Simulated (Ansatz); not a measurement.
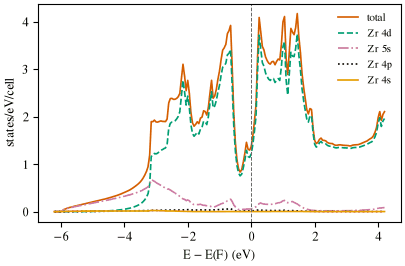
Figure: Total and projected density of states of Zr (hcp (Mg type), P6_3/mmc), r²SCAN+D4 (plane waves, PAW; program Ansatz)

Which orbitals carry the states next to the Fermi level?

Within 0.5 eV of the Fermi level: Zr 4d 90 %. Projections are on Löwdin-orthogonalised atomic valence shells; empty p or d shells of many metals are not among them.

Where is the tallest occupied peak in this window, and what makes it?

Near -0.6 eV, about 3.9 states/eV per cell; the largest projected share is Zr 4d.

The r²SCAN+D4 relaxation kept the symmetry of its start. No spin polarisation was allowed. The pairwise dispersion correction was not fitted to metals. Scalar-relativistic: spin–orbit coupling is off unless named, which matters more the heavier the elements.

Potentials: the earlier of the program's two PAW sets.
